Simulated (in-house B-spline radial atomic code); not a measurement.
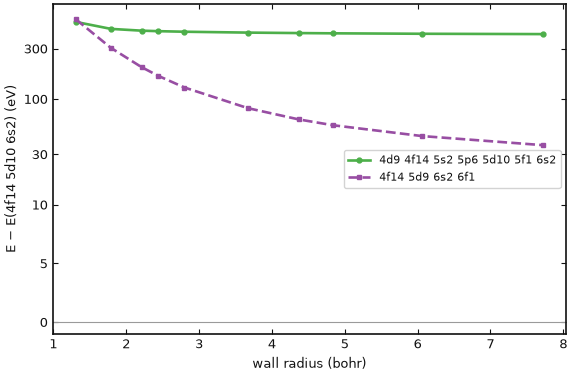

The thallium ion Tl⁺; electrons: [Xe] 4f14 5d10 6s2. It is put inside a hard spherical wall of varying radius. All numbers are computed, not measured: scalar-relativistic (spin-free one-electron X2C) Hartree-Fock, spin-polarised, average of configuration, Fermi nucleus, hard spherical wall, basis-set limit (an in-house B-spline radial code). The plot shows the energy of other fillings against the starting one at the same radius, on a scale that is linear within ±10 eV and logarithmic beyond.

Question: Which of the fillings is lower at each radius?

Answer: Against 4f14 5d10 6s2: 4d9 4f14 5s2 5p6 5d10 5f1 6s2 lies 412.2 eV above it at 7.72 bohr and never crosses it, ending at 537.4 eV at 1.31 bohr; 4f14 5d9 6s2 6f1 lies 36.7 eV above it at 7.72 bohr and never crosses it, ending at 567.8 eV at 1.31 bohr. At the tightest wall the lowest of the fillings run is 4f14 5d10 6s2; others weren't tried.
